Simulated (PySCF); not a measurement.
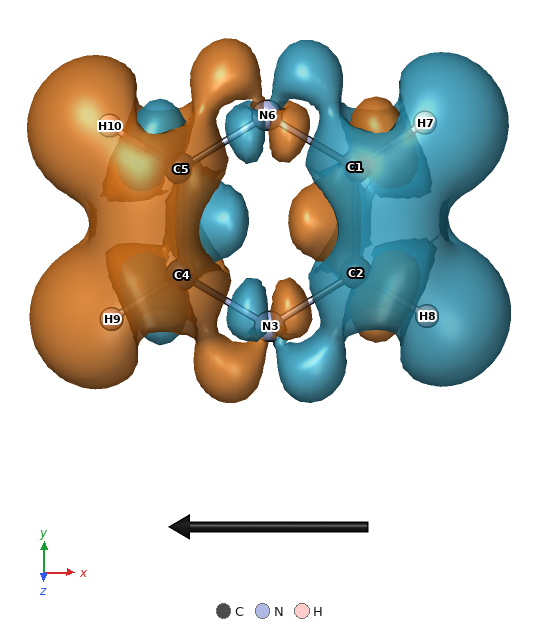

Figure. C4H4N2, SMILES `c1cnccn1`. Change of the electron density in a uniform field of 0.21 V/Å along −x (arrow), surfaces at ±0.001 e/Å³ (light blue: gain, orange: loss).

PySCF calculation, M06-2X/aug-cc-pVDZ, gas phase; geometry: GFN2-xTB. No frequency check shows the geometry to be a minimum.

Cartesian coordinates (Å):

```
C1       1.1217    0.7066    0.0000
C2       1.1365   -0.6827    0.0000
N3       0.0160   -1.3859    0.0000
C4      -1.1217   -0.7066    0.0000
C5      -1.1365    0.6827    0.0000
N6      -0.0160    1.3859    0.0000
H7       2.0309    1.2920    0.0000
H8       2.0579   -1.2486    0.0000
H9      -2.0309   -1.2920    0.0000
H10     -2.0579    1.2486    0.0000
```

Q: How large is the response?

A: The induced dipole is 0.74 D (along the field); α along this axis, from the fields in both directions, is 73 bohr³ (10.8 Å³).

Q: Which atoms gain and lose the most charge?

A: Electrons gather most on C1 and C2 alike (Hirshfeld charge changes by −0.009 e) and leave C4 and C5 alike most (+0.009 e); 0.058 electrons are displaced in all.

Run time: 73 s on 1 thread of Intel(R) Xeon(R) Platinum 8375C CPU @ 2.90GHz (Ice Lake), with other jobs on the host, peak memory 0.87 GiB.
